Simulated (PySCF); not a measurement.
Vertical excitations of a molecule C2H13NSi3 from TDA-B3LYP/def2-SVPD (PySCF 2.14.0), as energy in eV (oscillator strength): 5.58 (0.005), 6.27 (0.004), 6.33 (0.023), 6.43 (0.145), 6.77 (0.091), 6.99 (0.003). Lowest triplet (TDA): 5.21 eV. Geometry: B3LYP-D3(BJ)/def2-SVP. One conformer was computed; it need not be the lowest.

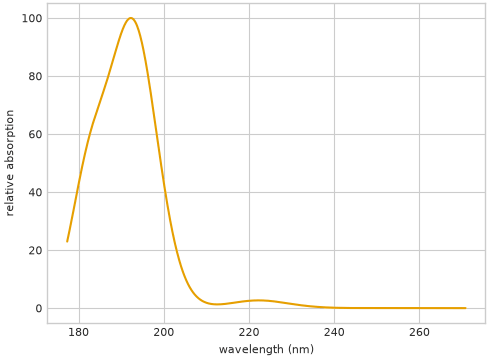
Figure: The lines broadened by 0.4 eV.

Question: Pick the molecule that these values belong to.
A. C[SiH](C)N[SiH2][SiH3]
B. C[Si](C)([SiH3])N[SiH3]
C. C[C@@H]([SiH3])[Si@H](N)[SiH3]
D. C[SiH2]C[SiH2]N[SiH3]

Answer: A, C[SiH](C)N[SiH2][SiH3]
